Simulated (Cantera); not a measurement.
Feed: 1 mol SiH4, 3.4 mol HCl, 2.2 mol H2, at 1.65 Torr.

Cantera equilibrium calculation (NASA polynomials, part measured and part estimated; ideal gas, pure solids and liquids). Candidate condensed phases: Si; 19 gas species. The tables' values for SiCl3, SiCl are old estimates; treat these amounts as uncertain. Gases not in the tables: Si2H6 and higher silanes. The numbers say what is thermodynamically allowed, not how fast it happens.

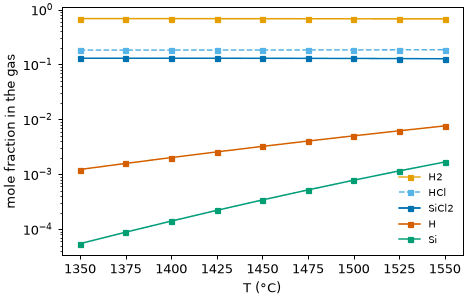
Fig. 1. Equilibrium gas composition (values under 1e-9 drawn at 1e-9)

From 1350 °C to 1550 °C nothing is condensed. The main Si-bearing gas is SiCl2 throughout.
